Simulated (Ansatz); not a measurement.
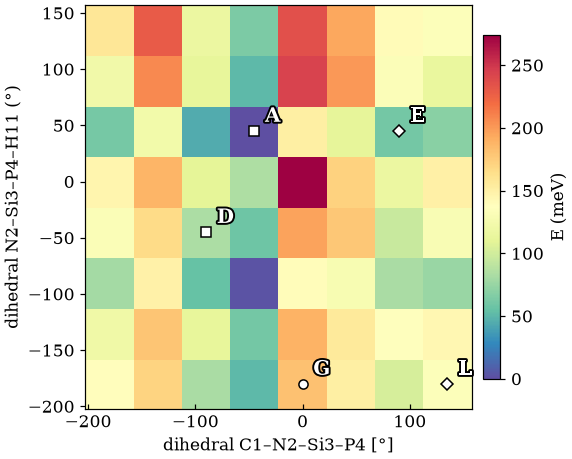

CH₈NPSi, SMILES CN[SiH2]P. 
- Coordinates scanned: (1) dihedral C1–N2–Si3–P4; (2) dihedral N2–Si3–P4–H11.
- Nothing is relaxed (all other coordinates rigid).
- Grid: 8 × 8 points.
- Points are written as (first, second).
- Energies: meV, counted from the lowest grid point.
- Energies and slopes of some neighbouring points disagree (a jump in structure or state, or too coarse a mesh).
- These are results of RKS r2SCAN-D4/def2-SVP (Ansatz), not measurements.

Drawn: one coloured cell a grid point, lettered points.

Q: Rank the lettered points by energy, lowest first.

A: A (0 meV), E (60 meV), D (83 meV), L (133 meV), G (182 meV).
